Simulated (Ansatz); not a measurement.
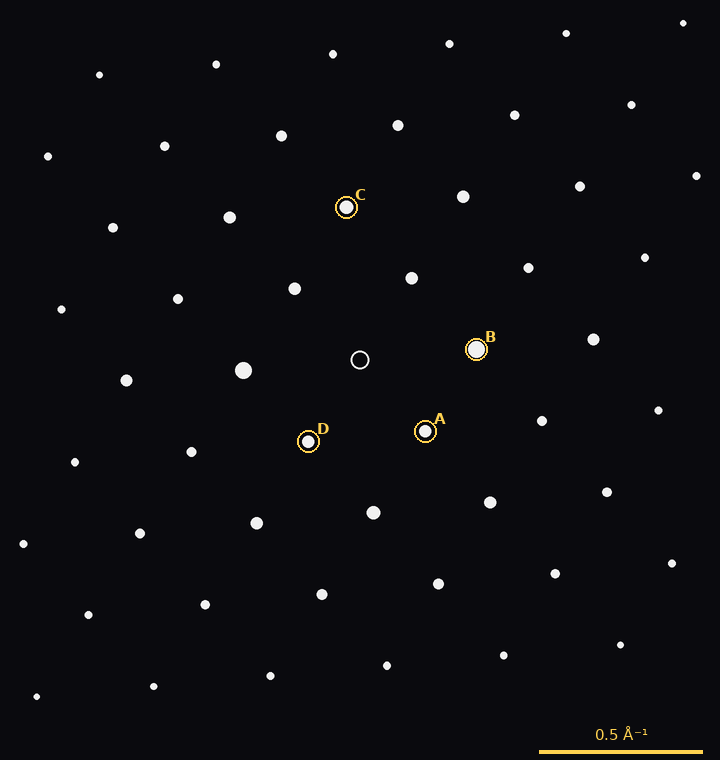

Simulated selected-area electron diffraction pattern (300 kV, kinematic approximation, thin crystal, B = 0.8 Å² for all atoms). The zone axis points towards the electron source and the pattern is seen from the source side.

The sample is PbC₂, space group I4/mmm (No. 139), a = 3.92 Å, c = 6.55 Å. Structure: the end point of a relaxation (final pressure about 6 GPa) with DFT PBEsol, scalar-relativistic, plane waves, PAW in Ansatz; the starting structure was generated, so it need not be a known form of this composition.

```cif
data_structure
_symmetry_space_group_name_H-M 'I4/mmm'
_symmetry_Int_Tables_number 139
_cell_length_a 3.9178
_cell_length_b 3.9178
_cell_length_c 6.5488
_cell_angle_alpha 90.000
_cell_angle_beta 90.000
_cell_angle_gamma 90.000
_cell_volume 100.52
loop_
_atom_site_label
_atom_site_type_symbol
_atom_site_symmetry_multiplicity
_atom_site_Wyckoff_symbol
_atom_site_fract_x
_atom_site_fract_y
_atom_site_fract_z
_atom_site_occupancy
Pb1 Pb 2 a 0.00000 0.00000 0.00000 1
C1 C 4 e 0.50000 0.50000 0.09652 1
```

Spot A is indexed 0 -1 1 and spot B 1 -1 0.

### Give hkl for C, D.

C = −2A + B = 1 1 -2 (d = 2.115 Å). D = A − B = -1 0 1 (d = 3.362 Å).

### Which zone axis is this?

The cross product of A and B is parallel to [111]; every spot obeys hu + kv + lw = 0.
